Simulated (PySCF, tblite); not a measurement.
# C4H7Cl2FSi: geometry, infrared bands and NMR shifts

Wanted: the infrared bands and NMR shifts of C4H7Cl2FSi (`C/C(=C(/F)[SiH3])C(Cl)Cl`), by calculation.

Programs: tblite 0.8.0 and PySCF 2.14.0, with density-fitted response routines of our own. Each step states its level of theory. These are calculated values for one molecule in the gas phase, unless marked as measured. Atoms are numbered from 0 throughout.

### Step 1. The starting structure

15 atoms, charge 0, multiplicity 1; geometry from: force field or distance geometry start.

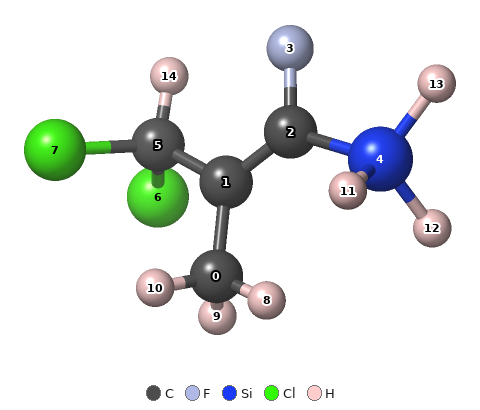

As it starts; carbon dark grey, fluorine light blue, silicon blue, chlorine green, hydrogen pink, atoms numbered.

### Step 2. Relaxing the molecule with GFN2-xTB

The job: settings as JSON, then the geometry in Å.

```
{"job": {"kind": "relax", "xc": "GFN2-xTB", "basis": "xTB"}, "charge": 0, "multiplicity": 1}
C     -0.483000    -1.462700    -0.052200
C     -0.529000     0.056800    -0.004800
C      0.582900     0.838100     0.027500
F      0.368400     2.190800     0.067200
Si     2.353900     0.356200    -0.002600
C     -1.903800     0.693100     0.038600
Cl    -2.827900     0.306200    -1.431000
Cl    -2.795800     0.199500     1.497900
H      0.524900    -1.875600    -0.074800
H     -1.002900    -1.829100    -0.944000
H     -0.985300    -1.895400     0.823600
H      2.665600    -0.506600     1.160800
H      2.642400    -0.412900    -1.235300
H      3.234800     1.556200     0.023800
H     -1.849800     1.793400     0.083200
```

On the command line:

```sh
$ OMP_NUM_THREADS=1 python probes_run.py task.json out
```

The driver reads the jobs from task.json and runs them one after another.

**Question.** This job is followed by: GFN2-xTB harmonic vibrations, gas phase; GIAO PBE0/pcSseg-1 NMR shielding, non-relativistic, gas phase. What will the session give for the following? strongest single infrared mode (GFN2-xTB); zero-point energy (GFN2-xTB); 13C shifts against TMS (PBE0/pcSseg-1); 1H shifts against TMS (PBE0/pcSseg-1, means over atoms taken as alike); 19F shifts against CFCl3 (PBE0/pcSseg-1); 29Si shifts against TMS (PBE0/pcSseg-1); 35Cl shifts against HCl (PBE0/pcSseg-1, means over atoms taken as alike).

The runs gave:

```
                                                                quantity                         value
                               strongest single infrared mode (GFN2-xTB)          781 cm⁻¹, 454 km/mol
                                            zero-point energy (GFN2-xTB)                 58.8 kcal/mol
                                  13C shifts against TMS (PBE0/pcSseg-1)  163.3, 139.2, 80.7, 13.4 ppm
  1H shifts against TMS (PBE0/pcSseg-1, means over atoms taken as alike)          7.19, 4.34, 2.04 ppm
                                19F shifts against CFCl3 (PBE0/pcSseg-1)                     -94.2 ppm
                                 29Si shifts against TMS (PBE0/pcSseg-1)                     -80.5 ppm
35Cl shifts against HCl (PBE0/pcSseg-1, means over atoms taken as alike)                       283 ppm
```

Over 34 steps the energy fell by 0.143 eV; of the close pairs, C2–Si4 changed most, 1.836 to 1.902 Å. No mode is imaginary among the 39: a minimum at this level. The strongest single mode, at 781 cm⁻¹, is carried by H11, H12, H13. GFN2-xTB is a fitted tight-binding method: band positions and strengths are rough. Its intensities can rank the bands wrongly. C5 stands next to heavy halogen, whose spin-orbit shielding this run leaves out, so the computed shift lies too far downfield, most of all for carbon beside Br or I. The most deshielded hydrogen is H14 (hydrogen on an allylic sp3 CH bonded to 2 Cl), at 7.19 ppm: its carbon carries Cl, which withdraws density. At PBE0/pcSseg-1: The widest tensor belongs to Cl6, Cl7: span 688 ppm, with a paramagnetic part of -478 ppm.
